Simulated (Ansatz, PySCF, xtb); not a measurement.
CH2O (SMILES C=O) and H4OSi (SMILES O[SiH3]) are pulled apart as rigid monomers along the line of their centres of mass, from the B3LYP-D3(BJ)/def2-TZVP minimum. Starting geometry (charge 0, multiplicity 1):
```xyz
10

C      0.26944    -0.48795     0.03556
O     -0.75617    -0.43795     0.66527
H      0.28104    -0.83152    -1.01293
H      1.23532    -0.19306     0.47969
O      0.26796     0.53494     3.08292
Si     0.06182    -0.09989     4.58536
H     -0.29511     0.22011     2.35634
H     -1.29282     0.17373     5.12872
H      1.07520     0.53695     5.45298
H      0.26392    -1.57235     4.59767
```

Interaction energies with rigid monomers; basis-set methods are counterpoise corrected unless marked otherwise.

Rows in 6-311+G**, 6-31G* carry no dispersion term and start afresh at each structure (6-31G* with six Cartesian d functions).

The values were computed with Ansatz (Gaussian basis) for Hartree–Fock, density functionals and correlated methods; PySCF for 6-311+G** rows, 6-31G* rows; xtb for the GFN methods. Each number belongs to the level named beside it.

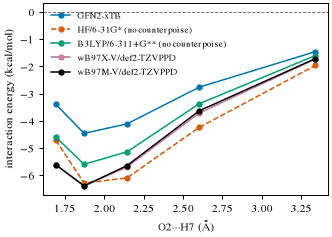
Fig. 1. Interaction energy against separation

**Question.** Which level binds most strongly at O2···H7 = 1.87, and by how much?

**Answer.** wB97X-V/def2-TZVPPD, -6.4 kcal/mol.

Ansatz is a program for electronic structure.
